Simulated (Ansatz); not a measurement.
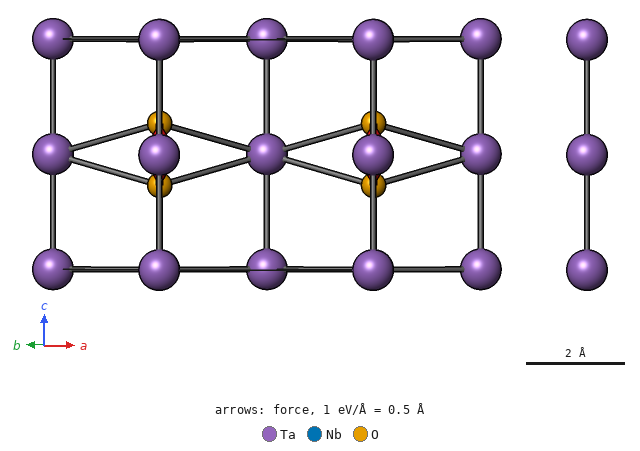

Starting geometry of crystalline Ta2NbO2 (a generated structure, set up in P-6m2) (coarse preliminary run) with the computed forces as red arrows. Style: ball-and-stick. Shown: the cell of the calculation, repeated 2 × 1 × 1 with one cell outlined, from a free direction.

All numbers below come from DFT PBE, scalar-relativistic, plane waves, PAW in Ansatz. Set-up: plane-wave cutoff 420 eV; k-point mesh 6 × 6 × 4; occupations gaussian; smearing width 0.1 eV; no spin polarisation; cell and atoms relaxed; force threshold 0.04 eV/Å; at most 70 steps.

Q: Is this structure relaxed? If not, where do the atoms go?

A: It isn't relaxed: the largest force vector, on O atoms, is 2.62 eV/Å. Measured relative to the changing cell, the final displacements run against the starting forces (cosine between the two patterns −1.00). After 13 accepted moves (17 points after the start) the energy has fallen by 995 meV per atom. The largest force component goes from 2.6 to 0.005 eV/Å. Pressure: 43.63 GPa at the start and 0.02 GPa at the end. The line search rejected the trial steps at points 5, 11 of the run. The SCF was repeated twice at an unchanged geometry on a basis and grid sized afresh for the cell, which shifted the energy by 67.3 meV per atom at most. The largest moves relative to the cell, 0.27 Å, are those of O atoms. Ta and Nb stay in place. The volume changes by +19.9 %, with a = b 4.402 → 4.254 Å (−3.4 %), c 4.741 → 6.089 Å (+28.4 %). Some distances before and after: O–O 1.273 → 2.179 Å, Ta–Ta 2.371 → 3.044 Å, Nb–O 1.734 → 1.955 Å, Nb–Ta 2.542 → 2.456 Å. Bonds break: O–O (1.27 → 2.18 Å). Among the angles between lasting bonds that change: Ta–O–Nb 104.1° → 113.9°, Ta–O–Ta 114.3° → 104.7°. The space group stays P-6m2 (No. 187). The run took 94 s on 1 thread of Intel(R) Xeon(R) Platinum 8223CL CPU @ 3.00GHz (Skylake/Cascade Lake), with other jobs on the host, peak memory 0.42 GiB.
